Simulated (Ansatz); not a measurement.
BOF and related structures: several calculations on one system

**1. Relaxation**

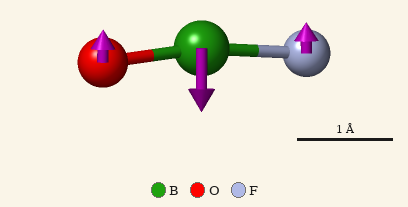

This is a relaxation of BOF. The starting structure is drawn; purple arrows show the displacements, magnified 10 times. The two geometries are superimposed by the best rigid fit.

A ball-and-stick model, seen at a tilt.

It is one of the separated products of a reaction.

Computed with RKS PBE0-D4/def2-TZVP in Ansatz.

The input:
```yaml
crystal:
  periodic: [false, false, false]
  atoms:
    - {symbol: B, position_ang: [-1.155384, -0.581815, -0.682022]}
    - {symbol: O, position_ang: [-0.833671, -0.092103, -1.741734]}
    - {symbol: F, position_ang: [-1.633186, -1.214466, 0.331035]}
basis:
  gaussian: {orbitals: def2-TZVP}
hamiltonian: {xc: pbe0, dispersion: d4}
relax: {f_tol: 0.005, max_steps: 200}
```

Command:
```bash
ansatz run in.yaml --threads 2 --pin off --events-out ev --progress --plain --max-ram 4352MiB
```

**Which element moves most?**

Boron: up to 0.068 Å, against 0.035 Å for oxygen.

**Describe the change and its energy.**

After 4 accepted moves (5 points after the start) the energy has fallen by 0.042 eV. The largest force component goes from 0.62 to under 0.0001 eV/Å. The line search rejected the trial step at point 4 of the run. B1 moves most after the best rigid fit: 0.068 Å. By element the largest moves are B 0.068 Å, O 0.035 Å, F 0.033 Å. Near-neighbour distances that change, for instance: B1–O2 1.211 → 1.206 Å, B1–F3 1.286 → 1.282 Å. Among the angles between lasting bonds that change: O2–B1–F3 170.7° → 180.0°.

**2. Relaxation**

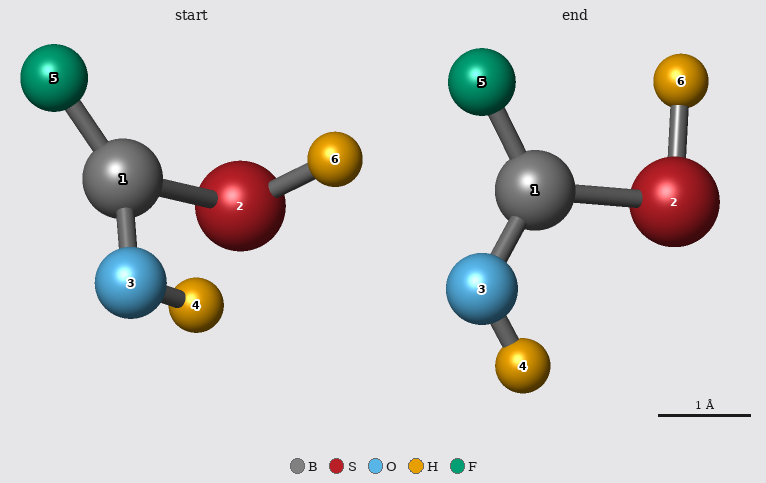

The structure of BH$_{2}$SOF (started from a transition state, displaced along its imaginary mode) before (left) and after (right) a relaxation, at one scale.

A ball-and-stick model, seen at a tilt.

Level of theory: Ansatz 0.2.0, RKS PBE0-D4/def2-TZVP.

Input file:
```yaml
crystal:
  periodic: [false, false, false]
  atoms:
    - {symbol: B, position_ang: [-0.639618, -0.261237, -0.162543]}
    - {symbol: S, position_ang: [0.535142, 0.744623, 0.998780]}
    - {symbol: O, position_ang: [-0.207819, 0.100073, -1.359886]}
    - {symbol: H, position_ang: [0.467418, 0.697363, -0.785727]}
    - {symbol: F, position_ang: [-1.620872, -1.051354, 0.267519]}
    - {symbol: H, position_ang: [1.465749, -0.229469, 1.041857]}
basis:
  gaussian: {orbitals: def2-TZVP}
hamiltonian: {xc: pbe0, dispersion: d4}
relax: {f_tol: 0.005, max_steps: 200}
```

Command:
```bash
ansatz run in.yaml --threads 2 --pin off --events-out ev --progress --plain --max-ram 4352MiB
```

Question: Describe what moved and what it gained.

Answer: The largest move after the best rigid fit is that of H6, 1.13 Å. Largest moves by element: H 1.13 Å, S 0.67 Å, F 0.49 Å, O 0.38 Å, B 0.35 Å. Near-neighbour distances that change, for instance: S2–H4 1.786 → 2.815 Å, B1–H4 1.591 → 1.959 Å, B1–S2 1.934 → 1.820 Å, O3–H4 1.069 → 0.959 Å. Among the angles between lasting bonds that change: B1–O3–H4 82.7° → 115.1°, S2–B1–O3 101.7° → 122.6°, O3–B1–F5 134.0° → 117.3°. Groups turn about B1–S2 by about 90°. Over 16 accepted moves (17 points after the start) the energy falls by 135.4 kJ/mol. Largest force component: 2.5 eV/Å at the start, 0.00073 eV/Å at the end. The line search rejected the trial step at point 12 of the run. Cost: 39 s on 2 threads of Arm Neoverse V2, with other jobs on the host.

**3. Reaction**

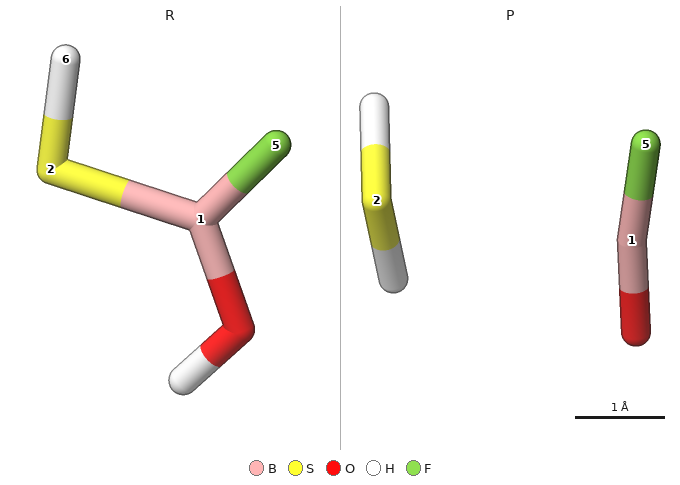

Reactant (R) and product (P) of one elementary step of BH$_{2}$SOF. A stick model, seen at a tilt.

Stationary points at PBE0-D4/def2-TZVP, single-point energies with CCSD(T)/CBS, B2PLYP, CAM-B3LYP-D4, wB97M-V (def2-TZVPP where no basis is named; Ansatz 0.2.0). The energies are electronic, without zero-point or thermal terms, and both ends are the minima reached downhill from the saddle, with any fragments still in contact. CCSD(T)/CBS stands for a frozen-core estimate: MP2 correlation extrapolated from def2-TZVPP and def2-QZVPP, CCSD(T) minus MP2 from the smaller set.

R:
```xyz
6

B    -0.3031   -0.1744   -0.1301
S     1.0898    0.3887    0.8977
O    -0.5400    0.3170   -1.3642
H     0.0798    0.9858   -1.6614
F    -1.1338   -1.1017    0.3243
H     0.8073   -0.4153    1.9338
```

P:
```xyz
6

B    -1.1757   -0.5661   -0.6601
S     0.7629    0.8859    0.9722
O    -0.8629   -0.0877   -1.7276
H     1.3062    1.0507   -0.2433
F    -1.6477   -1.1851    0.3641
H     1.6172   -0.0977    1.2948
```

Predict the saddle point between them and the barrier.

Counted by bonded pieces, R holds BH₂SOF and P holds BOF + H₂S. From R over the saddle to P, a bond forms: S2–H4 (2.82 → 1.48 → 1.34 Å). Bonds break: B1–S2 (1.82 → 2.11 → 2.92 Å), O3–H4 (0.96 → 1.52 → 2.86 Å). The saddle has one imaginary mode, 1090i cm⁻¹. With CCSD(T)/CBS the barrier is 53.5 kcal/mol from R and 16.0 kcal/mol from P, and P lies 37.6 kcal/mol above R.

```tsv
level	barrier from R (kcal/mol)	barrier from P (kcal/mol)	P less R (kcal/mol)
CCSD(T)/CBS	53.5	16.0	37.6
B2PLYP	51.9	16.5	35.4
CAM-B3LYP-D4	53.6	16.1	37.4
wB97M-V	52.9	15.3	37.6
```

Against CCSD(T)/CBS, CAM-B3LYP-D4 comes closest on the barrier from R (+0.1 kcal/mol) and B2PLYP misses most (−1.6 kcal/mol).

Saddle geometry:

```xyz
6

B    -0.7263   -0.3156   -0.2991
S     0.5796    0.7889    0.9365
O    -0.3245    0.0211   -1.4515
H     0.6212    0.7889   -0.5449
F    -1.6091   -1.0599    0.3212
H     1.4591   -0.2234    1.0378
```

The saddle point in the same view, with dashed sticks for the bonds that form or break:

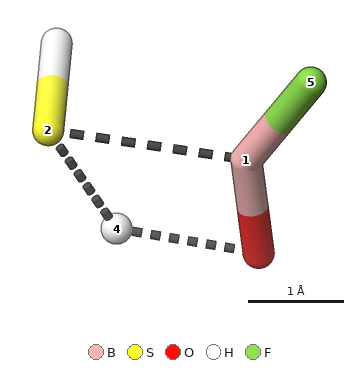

**4. Path**

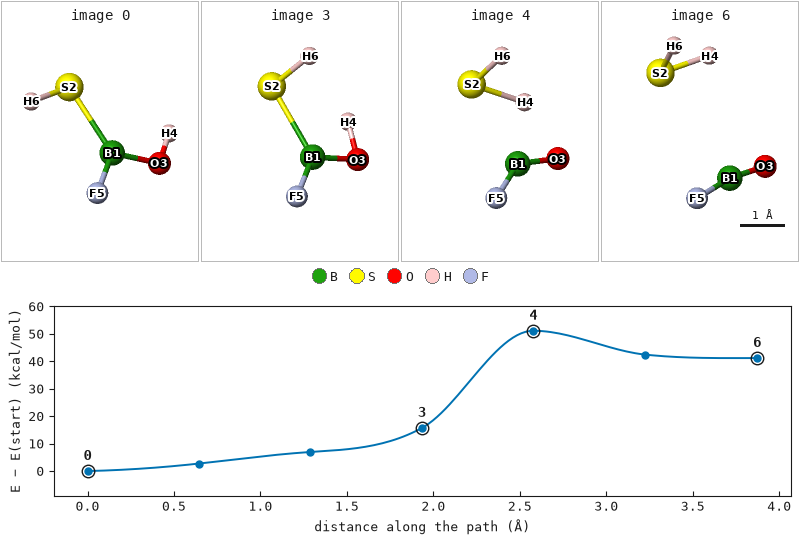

A search for the minimum-energy path of BH2SOF by the nudged elastic band. Images are numbered from 0 (start) to 6 (end). A ball-and-stick model, seen at a tilt.

The calculation used RKS PBE0-D4/def2-SVP (Ansatz). Settings: 5 movable images; climbing image.

> Describe the mechanism and the energy profile.

Breaking: B1–S2 (1.82 → 2.14 at the top → 2.92 Å), O3–H4 (0.96 → 1.52 at the top → 2.86 Å). Forming: S2–H4 (2.82 → 1.48 at the top → 1.34 Å). Forward barrier 51.2 kcal/mol, backward barrier 10.0 kcal/mol, with image 4 at the top; the reaction energy is +41.2 kcal/mol. The band converged in 19 iterations. The largest component of the band force went from 3.4 to 0.042 eV/Å. The climbing image converged on the top of the path. Its curvatures weren't checked. The largest force component is 0.21 eV/Å at the start and 0.21 eV/Å at the end; an end with forces this large is no minimum, and the barrier measured from it can be far off.

The run took 100 s on 2 threads of Arm Neoverse V2, with other jobs on the host.
